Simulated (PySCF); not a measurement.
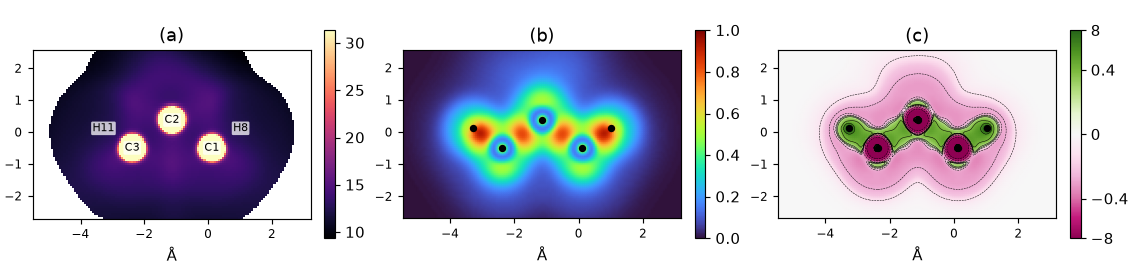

Figure. C$_{4}$H$_{11}$As, SMILES `CC(C)(C)[AsH2]`. Three fields in the plane of C1, C2, C3, H8 and H11. (c): green positive, pink negative.

Method: B3LYP/def2-SVPD; geometry: GFN2-xTB; program: PySCF. No frequency check shows the geometry to be a minimum. GFN2-xTB bond lengths at metals and heavier atoms can be off by up to 0.1 Å and shapes distorted, which carries into these values.

Geometry (Å), atoms numbered from 1:

```
C1       1.3243   -1.2373   -0.7369
C2       0.8271   -0.0001    0.0061
C3       1.3382   -0.0198    1.4411
C4       1.3242    1.2571   -0.7027
As5     -1.1910    0.0008   -0.0617
H6       0.9626   -2.1452   -0.2512
H7       2.4141   -1.2690   -0.7550
H8       0.9653   -1.2336   -1.7678
H9       2.4288   -0.0198    1.4609
H10      0.9881   -0.9112    1.9624
H11      0.9881    0.8571    1.9866
H12      0.9653    1.2817   -1.7333
H13      0.9625    2.1513   -0.1923
H14      2.4140    1.2894   -0.7199
H15     -1.3346    1.0417    1.0147
H16     -1.3345   -1.0692    0.9858
```

The panels show, in some order, the average local ionisation energy, localised orbital locator (LOL) and negative Laplacian of the density (−∇²ρ). Which is which?

Answer. (a) is the average local ionisation energy: it is high near the heavier nuclei and lowest where loosely bound electrons reach out. (b) is the localised orbital locator (LOL): it runs from 0 to 1, peaks where electrons are localised, as in bonds, and fades smoothly outside. (c) is the negative Laplacian of the density (−∇²ρ): shells alternate in sign around each nucleus and valence concentrations outline the bonding and non-bonding pairs.
